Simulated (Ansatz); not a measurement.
System (SMILES): FCl (F-Cl).
Geometry (B3LYP-D3(BJ)/def2-TZVP, fixed):
```
F
Cl 1 1.6409
```

Basis-set convergence of the dipole moment at HF with Ansatz (a program for electronic structure). Dipoles come from the density behind the forces; the sign is taken along the dipole that this method gives in the largest set. All functions are spherical. The program fits the integrals of some runs and decomposes those of others, by size. No added dispersion term, no relativity. Reference: the value in aug-pcseg-3, 1.157 D, itself unsure by roughly 0.004 D (its mean distance from aug-cc-pV(Q+d)Z, def2-QZVPPD). Deviations are taken from unrounded values.

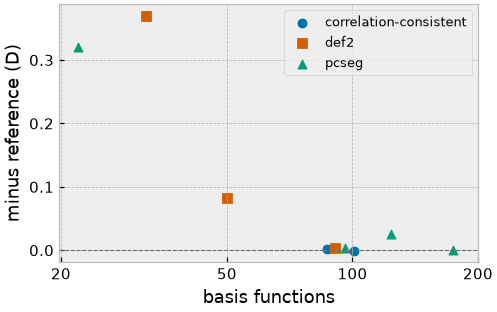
Fig. 1. Deviation from the reference against the number of basis functions, by family of sets.

```csv
basis,functions,dipole moment (D),minus reference (D)
pcseg-0,22,1.478,0.321
def2-SVP,32,1.527,0.370
def2-SVPD,50,1.240,0.083
jun-cc-pV(T+d)Z,87,1.159,0.002
def2-TZVPPD,91,1.160,0.003
aug-pcseg-2,96,1.160,0.003
aug-cc-pV(T+d)Z,101,1.156,0.000
pcseg-3,124,1.182,0.025
aug-pcseg-3,174,1.157,0.000
```
